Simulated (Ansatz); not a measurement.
# KSnCl3 (model cell, started as cubic perovskite with Sn in the octahedra): a soft mode frozen in, part 3 of 3

Wanted: the energy along a soft mode of KSnCl3 (model cell, started as cubic perovskite with Sn in the octahedra) and the structure at the end.

Ansatz 0.2.0; DFT PBEsol, scalar-relativistic, plane waves, PAW; PAW set soft_1.

So far. Step 5 (Energy along the mode, all amplitudes (two of the runs …): The lowest of the steps tried is the last one, at 0.6 Å, 16.1 meV/atom below the parent; the bottom of the well need not coincide with a step. Step 7 (The new phase in its own primitive cell): The largest force component left is 0.53 meV/Å and the pressure is -0.001 GPa, within the tolerances set. The cell now holds 34.32 Å³/atom. The relaxed cell has a = 5.514, c = 5.644 Å (conventional setting).

The structure was built from a prototype and need not be the compound's stable phase.

## (8) Modes of the new phase, k-mesh 8×8×8

A relaxed structure may still be a saddle point, so its zone-centre modes are computed. The response to a homogeneous field gives the Born charges and the dielectric tensor.

File input.yaml:

```yaml
crystal:
  lattice:
    - [5.5143840298, 0.0, 0.0]
    - [0.0, 5.5143840298, 0.0]
    - [0.0, 0.0, 5.6439137951]
  atoms:
    - { symbol: K, position: [0.0, 0.0, 0.1424449842] }
    - { symbol: Sn, position: [0.5, 0.5, 0.4752120402] }
    - { symbol: Cl, position: [0.5, 0.0, 0.4360946019] }
    - { symbol: Cl, position: [0.5, 0.5, 0.0132458888] }
    - { symbol: Cl, position: [0.0, 0.5, 0.4360946019] }
kpoints:
  mp_grid: { grid: [8, 8, 8] }
hamiltonian:
  xc: pbesol
  pseudopotentials: { kind: paw, azcp: { folder: soft_1 }, xc_functional: pbe }
scf:
  occupations: { method: fixed }
output:
  eigenvalues: true
phonons:
  method: dfpt
  dielectric: true
  rigid_motions: translations
```

Command:

```console
$ ansatz run input.yaml --threads 4 --pin off --max-ram 16384MiB --backend cpu --events-out ev --progress --plain --runs-dir out
```

Numbers of over 12 decimals in the logs are rounded to 6 here.

Log:

```text
[...]
Crystal: 5 atoms, lattice volume = 171.623 Å³
Basis set: ecut = 420 eV, 3343 PW (Γ), exchange–correlation on 80×80×80 points (8 copies of the dense FFT grid, shifted against one another)
Bands: 27, of which v1, the nominal top of the filled ones, is band 22 counted from 1 (21 counted from 0)
Symmetry: 8 space group operations
k-points: 260 of 512 (irreducible under 1 space group operation, time reversal used)
[...]
SCF iter   1: F=—  HF=-10656.513303 eV  |F-HF|=—  |Δ(HF+E_count)|=         —  Δρ=3.43e-2  dr2=3.26e0  ethr=3.10e-3  ⟨swp⟩=5.1  Hψ=28099  notcnv=0  defer=635
[...]
SCF iter  12: F=-10655.062200 eV  HF=-10655.062200 eV  |F-HF|=1.46e-11  |Δ(HF+E_count)|=  4.22e-10  Δρ=4.46e-8  dr2=5.30e-12  ethr=1.00e-12  ⟨swp⟩=17.4  Hψ=54946  notcnv=0
SCF 1 converged in 12 iterations: F = -10655.062200 eV  dr2 = 5.30e-12
[...]
DFPT response loops at Γ: preconditioner auto → none (the input reference at scf.mixing.eps_inf says where Resta's filter doesn't serve); β = 0.50; Broyden in place of MSR1
── the response to a field inside a basis, on 10×10×10 k-points: an SCF that follows is theirs, and a resumed run solves both again ──
Bands: 23, of which v1, the nominal top of the filled ones, is band 22 counted from 1 (21 counted from 0)
k-points: 75 of 1000 (time reversal used)
[...]
Eigensolver: Dense (75 Hₖ)
SCF iter   1: F=—  HF=-10655.044421 eV  |F-HF|=—  |Δ(HF+E_count)|=         —  Δρ=1.16e-4  dr2=4.57e-6  ethr=1.00e-1
[...]
SCF iter   3: F=-10655.044427 eV  HF=-10655.044427 eV  |F-HF|=1.06e-8  |Δ(HF+E_count)|=   1.91e-6  Δρ=5.53e-6  dr2=2.45e-8  ethr=2.89e-9
SCF 1 converged in 3 iterations: F = -10655.044427 eV  dr2 = 2.45e-8
[...]
WARN: field response: inside a basis, on 10×10×10 points, no mesh in reach settles it: take ε∞, Z* and everything formed from them with what they may err, as stated (eps_inf_uncertainty, zstar_uncertainty_e), and compare with field_mesh: kpoints on a denser kpoints.mp_grid
WARN: field response: ε∞ stands inside a basis, on 10×10×10 points; the force constants stand on the 8×8×8 k-mesh, whose period is 13.10 times the interband length at k = (-0.5000, -0.5000, -0.5000), direct gap 1.490 eV, under 14: take them and everything formed from them as unconverged, and compare with a denser kpoints.mp_grid
SCF converged after 12 iterations
Free energy (F): -10655.062200 eV
[...]
Internal energy: -10655.062200 eV  (E = F + TS)
E sigma→0 (E₀):  -10655.062200 eV
Fermi energy:    3.179471 eV
[...]
--- Band table (eV; the first three rows and the last of 260) ---
  k-point 0: bands = [... 18 lower, 0.1503, 0.4069, 0.5027, 0.5027, 5.9525, 8.1850, 8.3492, 8.3492, ... 1 higher]
  k-point 1: bands = [... 18 lower, 0.1393, 0.4799, 0.4799, 0.4804, 6.0676, 8.1290, 8.2174, 8.2994, ... 1 higher]
  k-point 2: bands = [... 18 lower, 0.1129, 0.4244, 0.4244, 0.7919, 6.3475, 7.2616, 8.2042, 8.2042, ... 1 higher]
  k-point 259: bands = [... 18 lower, 0.4520, 0.7784, 0.7784, 3.1795, 4.6690, 4.6690, 5.3423, 7.2926, ... 1 higher]
--- Phonons (Γ-DFPT): 9 representative perturbations + reference, on 260 of 512 k-points (Σ response iterations 28) ---
  k mesh reduced under 1 symmetry operation, with k and −k counted as one. Each operation leaves every solved perturbation unchanged. A smaller set is not considered because the run solves the response to a homogeneous field
  ASR residual: 6.160e-5 → 0.000e0 eV/Å²; symmetrization residual: 1.321e-5 eV/Å²
  ASR residual per site (eV/Å²): 3.27e-5 4.50e-5 5.51e-6 6.16e-5 5.51e-6
[...]
ε∞ (high-frequency dielectric tensor):
        4.509889     0.000000    -0.000000
        0.000000     4.509889     0.000000
       -0.000000     0.000000     4.100059
  softest optical mode at Γ: -12.09 cm⁻¹; the repairs (sum rule, projections) moved no ω² at Γ by more than (1.41 cm⁻¹)²
  Born effective charges Z* (e; rows j = field, columns β = displacement):
    site 0:
         1.26364    0.00000    0.00000
         0.00000    1.26364    0.00000
         0.00000    0.00000    1.00236
    site 1:
         4.35885    0.00000   -0.00000
         0.00000    4.35885    0.00000
        -0.00000    0.00000    3.70689
    site 2:
        -0.66297    0.00000    0.00000
         0.00000   -4.27063    0.00000
         0.00000    0.00000   -0.52652
    site 3:
        -0.68890    0.00000    0.00000
         0.00000   -0.68890    0.00000
         0.00000    0.00000   -3.65621
    site 4:
        -4.27063    0.00000    0.00000
         0.00000   -0.66297    0.00000
         0.00000    0.00000   -0.52652
  Z* charge neutrality: 8.670e-3 e pre-enforcement
  solved inside a basis spanned on kpoints, on 10×10×10 k-points, which do not settle them: ε∞ is read to err by 2.9e-2, Z* by 5.4e-2 e (field_mesh: kpoints solves on kpoints); Z* is corrected for what the basis lacks
  optical modes at Γ without the LO–TO term, one row a degenerate level:
      ω (cm⁻¹)  modes    IR ((D/Å)²/amu)
        -12.09      2             4.4772
         66.91      1             0.0690
         69.69      1             0.0000
         75.51      2            11.8055
         91.00      2             1.9947
         91.47      1             0.3992
         95.72      2            15.9206
        139.70      1            11.8558
  optical modes at Γ + LO–TO along q̂ = [1.0000, 0.0000, 0.0000]:
      ω (cm⁻¹)  modes    IR ((D/Å)²/amu)
        -12.09      1             2.2386
         26.62      1             0.0384
         66.91      1             0.0690
         69.69      1             0.0000
         75.51      1             5.9028
         83.70      1             0.0225
         91.00      1             0.9974
         91.47      1             0.3992
         91.65      1             0.0016
         95.72      1             7.9603
        139.70      1            11.8558
        232.38      1            17.0365
  optical modes at Γ + LO–TO along q̂ = [0.0000, 1.0000, 0.0000]:
      ω (cm⁻¹)  modes    IR ((D/Å)²/amu)
        -12.09      1             2.2386
         26.62      1             0.0384
[...]
91.65      1             0.0016
         95.72      1             7.9603
        139.70      1            11.8558
        232.38      1            17.0365
  optical modes at Γ + LO–TO along q̂ = [0.0000, 0.0000, 1.0000]:
      ω (cm⁻¹)  modes    IR ((D/Å)²/amu)
        -12.09      2             4.4772
         67.33      1             0.0050
         69.69      1             0.0000
         75.51      2            11.8055
         91.00      2             1.9947
         93.01      1             0.0216
         95.72      2            15.9206
        237.76      1            12.2974
```

Wall time 7.6 min (4 threads of Arm Neoverse V1, shared host); peak memory 4.7 GiB; 29 min of CPU time.

This step gave:

```yaml
sum_rule_residual_before_enforcement: 6.16e-5 eV/Å²
miss_of_the_charge_sum_rule: 0.008670 e
estimated_error_of_the_dielectric_tensor: 0.02853
estimated_error_of_the_born_charges: 0.05361 e
point_group: 4mm
highest_optical_mode_at_the_zone_centre_no_lo_to_term: 139.7 cm⁻¹
lowest_optical_zone_centre_mode: -12.09 cm⁻¹
mean_high_frequency_dielectric_constant: 4.373
largest_born_charge_third_of_the_trace: 4.141 e
top_of_the_zone_centre_spectrum_with_the_field: 237.8 cm⁻¹
```

Without the LO-TO term. Patterns of degenerate modes are one choice out of their space. The modes at Γ (shares of kinetic energy by element, %) (negative means imaginary):

```csv
mode,frequency (cm⁻¹),symmetry,K %,Sn %,Cl %
1,-12.1,E,36,0,64
2,-12.1,E,36,0,64
3,0.0,acoustic,15,45,40
4,0.0,acoustic,15,45,40
5,0.0,acoustic,15,45,40
6,66.9,A1,65,26,9
7,69.7,B1,0,0,100
8,75.5,E,25,48,28
9,75.5,E,25,48,28
10,91.0,E,1,4,95
11,91.0,E,1,4,95
12,91.5,A1,20,7,73
13,95.7,E,24,3,73
14,95.7,E,24,3,73
15,139.7,A1,1,22,78
```

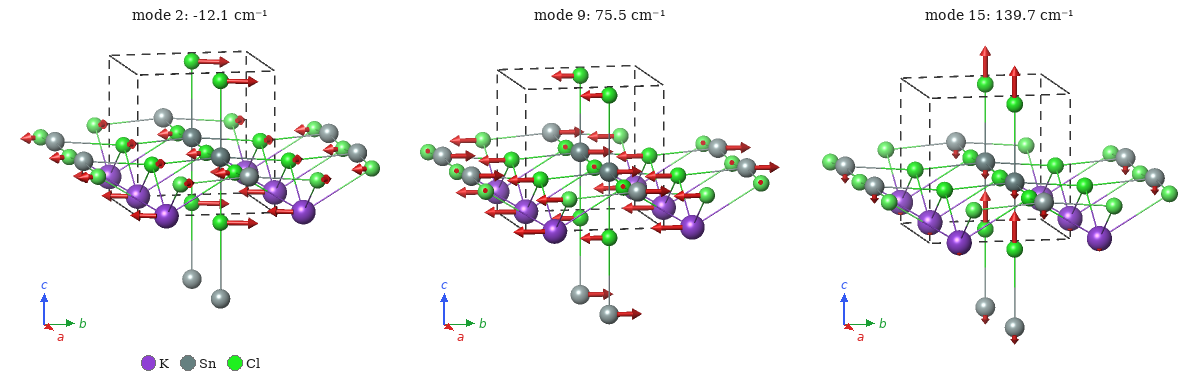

Displacement patterns of modes 2, 9 and 15 at Γ; arrows are exaggerated. 2×1×1 cells are drawn. Some periodic images of atoms are drawn too.

High-frequency dielectric tensor, which the program warns is not settled by the k meshes in reach. Tensor:

```csv
,x,y,z
x,4.51,0,0
y,0,4.51,0
z,0,0,4.1
```

Optical modes at the zone centre, without and with the macroscopic field of the longitudinal modes; each column is sorted by frequency, so a row need not hold one and the same mode. Modes with and without the field, by row:

```csv
rank among optical modes,no field (cm⁻¹),"q along (1, 0, 0) (cm⁻¹)","q along (0, 0, 1) (cm⁻¹)"
1,-12.1,-12.1,-12.1
2,-12.1,26.6,-12.1
3,66.9,66.9,67.3
4,69.7,69.7,69.7
5,75.5,75.5,75.5
6,75.5,83.7,75.5
7,91,91,91
8,91,91.5,91
9,91.5,91.7,93
10,95.7,95.7,95.7
11,95.7,139.7,95.7
12,139.7,232.4,237.8
```

Born charge (rows field, columns displacement) (e), principal values of the symmetric part by kind of site:

| atom | atoms with these values | low | middle | high | mean |
| --- | --- | --- | --- | --- | --- |
| K1 | 1 | 1.00 | 1.26 | 1.26 | 1.18 |
| Sn2 | 1 | 3.71 | 4.36 | 4.36 | 4.14 |
| Cl3 | 2 | -4.27 | -0.66 | -0.53 | -1.82 |
| Cl4 | 1 | -3.66 | -0.69 | -0.69 | -1.68 |

In full for K1:

```
1.26 0.00 0.00
0.00 1.26 0.00
0.00 0.00 1.00
```

Transverse modes; imaginary modes are left out. Lines of the infrared spectrum (strongest = 100):

```
position (cm⁻¹)  relative intensity
             67                 0.4
             70                 0.0
             76                  74
             91                  13
             92                 2.5
             96                 100
            140                  74
```

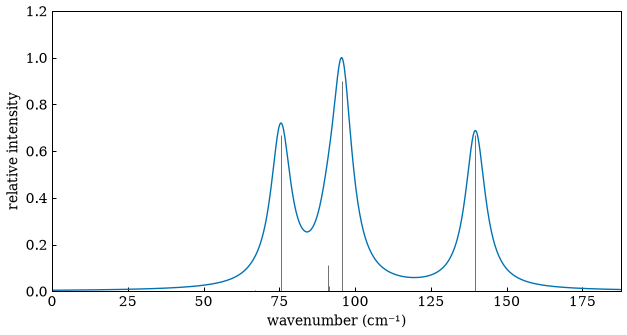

The infrared spectrum, broadened with Lorentzians of width 8 cm⁻¹; bars mark the lines.

Before it was imposed, the acoustic sum rule was missed by 6.2e-5 eV/Å² and the charge sum rule by 0.0087 e. Small misses are needed for a sound result but don't prove that mesh and cutoff are converged. The lowest optical mode is imaginary, 12.1i cm⁻¹, so the energy falls along it.

The log warns of the k mesh: “the force constants stand on the 8×8×8 k-mesh, whose period is 13.10 times the interband length at k = (-0.5000, -0.5000, -0.5000), direct gap 1.490 eV, under 14: take them and everything formed from them as unconverged”.

## (9) Results

```json
{
  "unstable mode of the parent": "q = (0, 0, 0), 61i cm⁻¹",
  "depth at the lowest point sampled": "16.1 meV/atom",
  "largest atomic shift at that point": "0.6 Å",
  "space group reached (within 0.01 Å)": "P4mm",
  "energy gained over the parent (first relaxation, on the mesh of the frozen mode)": "20.3 meV/atom",
  "volume per atom, phase reached": "34.3 Å³",
  "gap on the k-mesh, phase reached": "1.49 eV",
  "lowest optical zone-centre mode, phase reached": "-12.1 cm⁻¹",
  "highest optical mode at the zone centre (no LO-TO term), phase reached": "140 cm⁻¹"
}
```

**Reading.** Along this mode the structure falls into P4mm, 20.3 meV/atom below the parent. At the parent's cell the well is 16.13 meV/atom deep on the steps tried, with its lowest point at a shift of 0.6 Å. That is the last step tried, so the steps alone don't bracket the bottom of the well. Relaxing atoms and cell changes the gain by +4.21 meV/atom against the lowest step (energies at zero smearing). The new phase still has an imaginary mode at the zone centre of its cell, so it is a saddle point on the way to a lower structure. Of the 4 patterns followed to their end from this parent, this one ends 17.4 meV/atom above the lowest, P4/mbm. Each path keeps the symmetry of its pattern, so a lower phase may lie along a pattern not tried. With the field response the log warns that the k mesh is coarse for the force constants too, so the frequencies may not be converged. In at least one run the field response is not settled by the k meshes in reach, so its dielectric tensor, Born charges and longitudinal modes are rough. Spin-orbit coupling is left out, which can matter for the heavy elements here. The PAW files were made for PBE and serve the other functionals too. The starting cell was built on a prototype and not taken from a measurement, so the phase need not exist.

[Logs are printed without paths, hosts, clocks, repeated set-up lines and the standing remarks that a program may print on its own settings, such as how far it seeks lower states.]

[Hosts, paths, dates, database ids (printed as entryN), source tags and the programs' standing remarks are cut or masked in the printed files.]
